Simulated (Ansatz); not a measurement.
# CHO···FIn (doublet): what the fields show

Input

```
basis:
  gaussian:
    orbitals: def2-TZVPD
crystal:
  periodic: [false, false, false]
  atoms:
    - {symbol: C, position_ang: [-0.917116, -2.597858, -0.886010]}
    - {symbol: F, position_ang: [0.121874, -4.105831, -2.331000]}
    - {symbol: In, position_ang: [0.422528, -2.312374, -3.356376]}
    - {symbol: O, position_ang: [-2.107452, -2.644099, -0.896698]}
    - {symbol: H, position_ang: [-0.224852, -3.098115, -0.147053]}
magnetization:
  spin_polarized: true
  initial_magnetization: 1
hamiltonian:
  xc: {name: PBE0}
output: {forces: true, orbitals: {seedname: orbitals}}
```

Launched as:

```sh
ansatz run input.yaml --threads 1 --pin off --max-ram 2610MiB --events-out events.jsonl --progress --plain --runs-dir runs
```

Geometry: BLYP-D3(BJ)/def2-SVP; core potentials replace the inner electrons of In.

Method: Ansatz, isolated molecule in a Gaussian basis; Kohn-Sham density functional theory, functional PBE0.

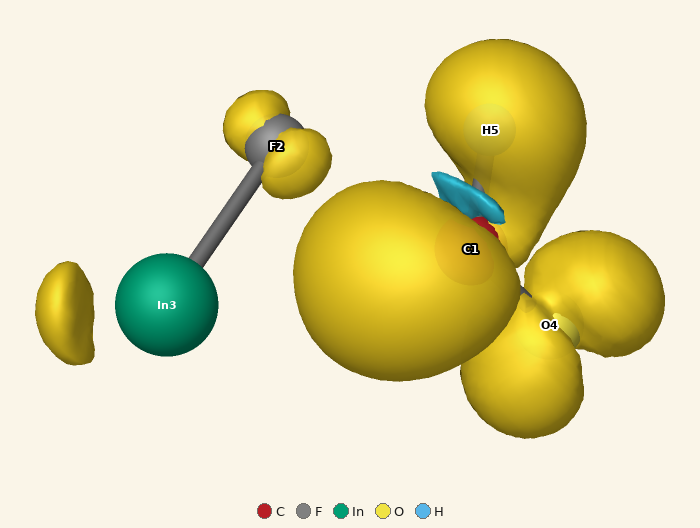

Figure 1. Isosurfaces of the spin density at +0.02 (yellow) and −0.02 e/Å³ (cyan), seen across its widest extent.

Where is the unpaired spin?

Answer. The unpaired spin (1 electron) lies mostly on C1 (about 0.4), O4 (about 0.3), In3 (about 0.1) and H5 (about 0.1), in electrons by Hirshfeld's partition.

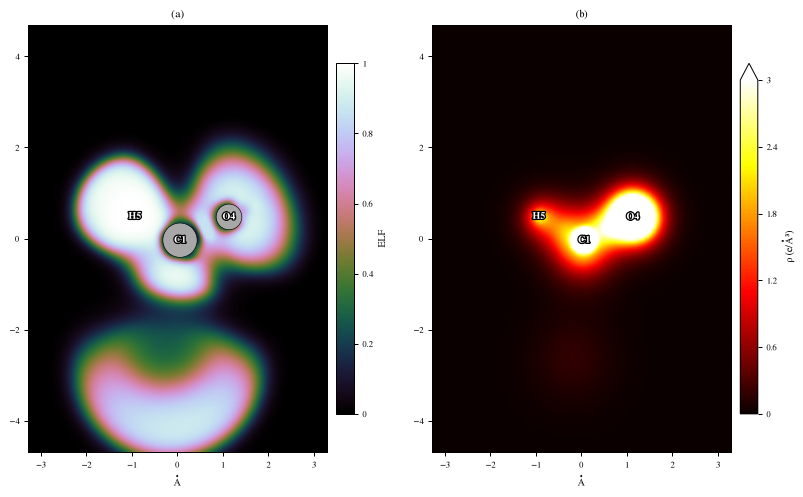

Figure 2. (a) electron localisation function; (b) electron density on the plane of atoms O4, C1 and H5. Grey discs cover the atomic cores in the ELF map.

What do the fields say about this system?

Answer.
- Atoms in the plane: C, O and H.
- C–O (1.19 Å): ρ is about 3.5 e/Å³ halfway; the ELF peaks at about 0.85 between the atoms (a multiple bond).
- C–H (1.13 Å): the density is about 1.9 e/Å³ at the midpoint; the ELF climbs to about 1 towards the hydrogen, as it does in any bond to H (a covalent bond by its length).
- The ELF also peaks beside O4, away from the bonds: non-bonding electrons, paired or unpaired.

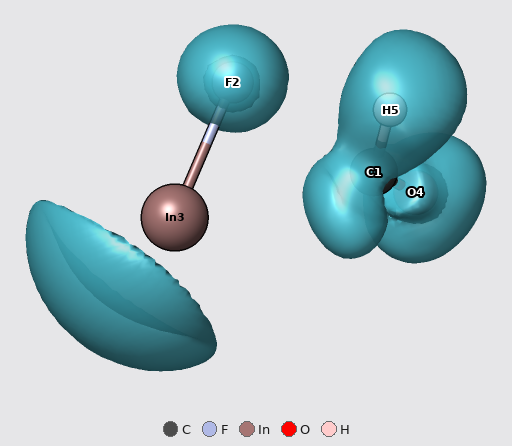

Figure 3. Isosurface of the ELF at 0.75 (cyan), seen at a tilt. Core shells and regions of very low density are left out.

Identify the bonds, lone pairs and shells in this picture.

Answer. At this value the surface marks out one region around a hydrogen nucleus, one region on O in which the atom's valence shell and bonds are merged, one lobe on In, pointing away from the bonds (non-bonding electrons) and one region wrapped around F (its valence shell). Profiles from the grid: C1···In3 (2.82 Å): the ELF dips to about 0.10 between them.

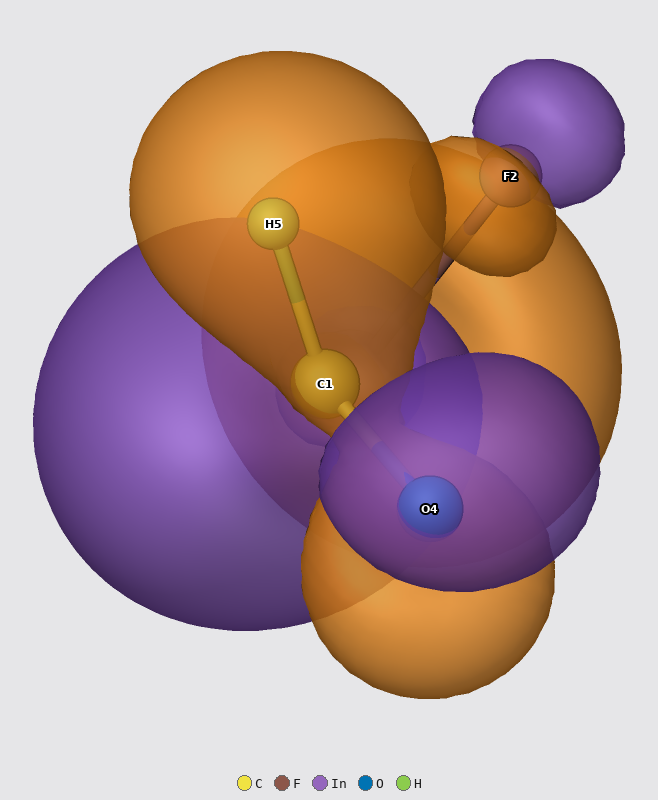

Figure 4. One frontier orbital at ±0.08 Å⁻³ᐟ² (orange and purple are the two phases), seen at an oblique angle.

Which orbital is it: HOMO (β) or LUMO (β)?

Answer. The LUMO (β), at −2.73 eV. It lies mainly on In3 (about 35 %), C1 (about 35 %), O4 (about 20 %) and H5 (about 10 %).
